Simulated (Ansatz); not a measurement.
# Calculations on SiH$_{3}$F

### Relaxation

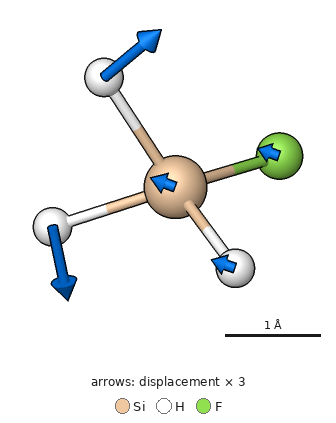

This is a relaxation of SiH₃F. The starting structure is drawn; blue arrows show the displacements, magnified 3 times. The two geometries are superimposed by the best rigid fit.

The picture is a ball-and-stick view, seen from a free direction.

The run prepares an end point of a later path (reaction) calculation, from a guessed geometry.

All numbers below come from Ansatz, RKS PBE-D4/def2-mTZVP. Set-up: no spin polarisation; force threshold 0.03 eV/Å; at most 50 steps.

Q: What did the optimiser do to the structure, and how much energy did it gain?

A: The largest moves after the best rigid fit, 0.30 Å, are those of H atoms. By element the largest moves are H 0.30 Å, Si 0.10 Å, F 0.08 Å. Among the contacts that change: H–Si 1.452 → 1.493 Å, H–Si 1.488 → 1.493 Å. Among the angles between lasting bonds that change: H–Si–H 82.8° → 110.3°, H–Si–H 117.2° → 110.3°, H–Si–F 114.4° → 108.6°. The energy falls by 11.3 kcal/mol in 4 geometry steps. The largest force component goes from 1.5 to 0.0063 eV/Å. Cost: 2.3 s on 1 thread of Intel(R) Xeon(R) 6975P-C (Granite Rapids) (shared host), peak memory 0.12 GiB.

### Relaxation

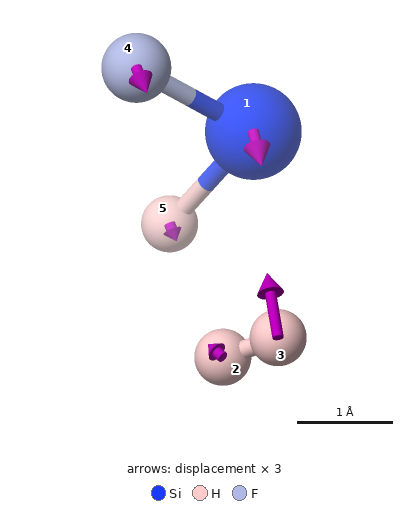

A relaxation of SiH3F. The starting structure is drawn; purple arrows show the displacements, 3 times their true length. The two geometries are superimposed by the best rigid fit.

The picture is a ball-and-stick view, seen from a free direction.

The run prepares an end point of a later path (reaction) calculation, from a guessed geometry.

Method: Ansatz 0.2.0, RKS PBE-D4/def2-mTZVP.

Input
```yaml
crystal:
  periodic: [false, false, false]
  atoms:
    - { symbol: Si, position_ang: [-0.113507, 0.037655, -0.978754] }
    - { symbol: H, position_ang: [1.232208, -0.242878, 1.299655] }
    - { symbol: H, position_ang: [1.743414, 0.088037, 0.924864] }
    - { symbol: F, position_ang: [-1.009304, 1.283904, -0.385066] }
    - { symbol: H, position_ang: [-0.70731, -1.060717, -0.050099] }
basis:
  gaussian: { orbitals: def2-mTZVP }
hamiltonian:
  xc: pbe
  dispersion: d4
relax:
  f_tol: 0.03
  max_steps: 50
```

Launched with:
```bash
ansatz run input.yaml --threads 1 --pin off --max-ram 2048MiB --backend cpu --events-out ev --progress --plain --runs-dir out
```

Q: Which element moves most?

A: Hydrogen: up to 0.26 Å, against 0.15 Å for silicon.

Q: Describe the change and its energy.

A: The energy falls by 1.03 kcal/mol in 5 accepted moves (7 points after the start). The largest force component goes from 1.1 to 0.016 eV/Å. The line search rejected the trial steps at points 1, 5 of the run. The atom that moves furthest after the best rigid fit is H3 (0.26 Å). By element the largest moves are H 0.26 Å, Si 0.15 Å, F 0.12 Å. Some distances before and after: H2–H3 0.715 → 0.767 Å. Cost: 3.5 s on 1 thread of Intel(R) Xeon(R) 6975P-C (Granite Rapids), with other jobs on the host, peak memory 0.12 GiB.

Limits of the set-up: the start holds two separate molecules, 2.5 Å apart at their closest, whose relative position is a soft coordinate.

### Path

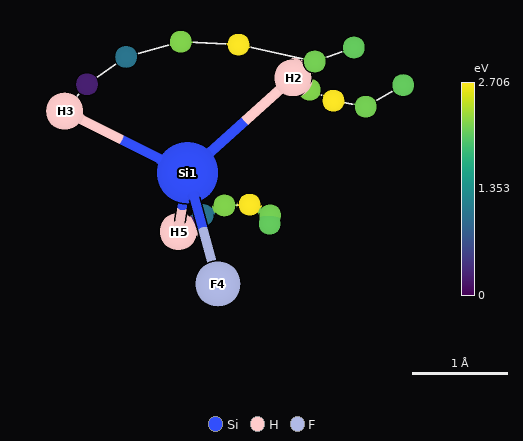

A search for the minimum-energy path of SiH3F by the nudged elastic band. Images are numbered from 0 (start) to 6 (end). The start is drawn whole; smaller spheres mark the moving atoms (H) in the later images, joined by lines and coloured by the energy of the image relative to the start. A ball-and-stick model, seen from a free direction.

Theory: Ansatz, RKS PBE-D4/def2-mTZVP. Set-up: 5 movable images; climbing image; force threshold 0.05 eV/Å; iteration limit 60; starting path through a guess of the saddle point.

Question: What moves, how far, and at what cost in energy?

Answer: Breaking: Si1–H2 (1.49 → 1.73 at the top → 2.47 Å), Si1–H3 (1.49 → 1.53 at the top → 2.26 Å). Forming: H2–H3 (2.45 → 1.28 at the top → 0.77 Å). The energy climbs by 2.71 eV to image 4 and then falls by 0.64 eV, so the end point sits at +2.07 eV. The band converged in 10 iterations. The largest component of the band force went from 6.5 to 0.031 eV/Å. The climbing image converged on the top of the path. Its vibrational analysis gives one imaginary mode (1099i cm⁻¹), as a transition state must have.

Cost: 20 s on 1 thread of Intel(R) Xeon(R) 6975P-C (Granite Rapids) (shared host), peak memory 0.12 GiB.
